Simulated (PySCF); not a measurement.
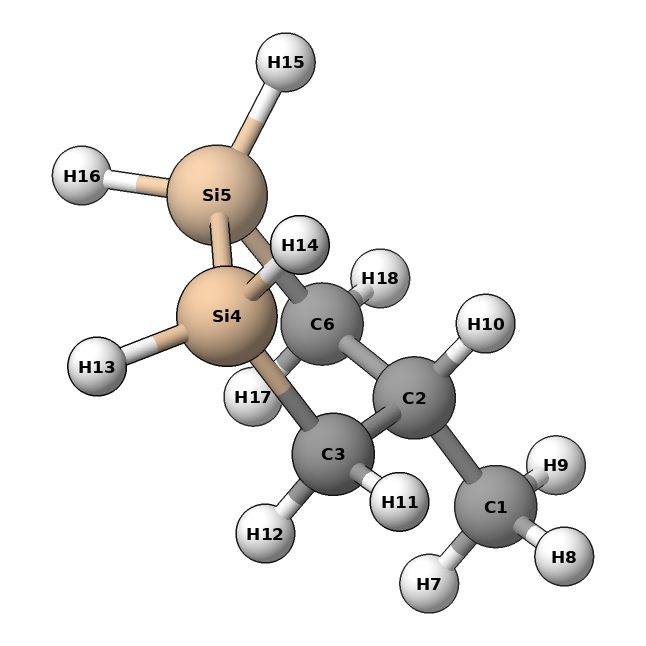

Computed geometry: PBE0-D3(BJ)/def2-SVP optimisation. No frequency run is at hand to confirm it as a minimum. Method: TDDFT CAM-B3LYP/def2-SVPD, vertical, gas phase, core orbitals frozen in the response (PySCF 2.14.0), and the same with a continuum solvent (IEF-PCM, Bondi radii x 1.2, gas-phase geometry).

How do dipole (D), HOMO–LUMO gap (eV), lowest singlet (eV) change in acetonitrile (ε = 35.7)?

```tsv
medium	dipole (D)	HOMO–LUMO gap (eV)	lowest singlet (eV)
gas phase	0.99	9.67	6.57
acetonitrile	1.36	9.72	6.57
```
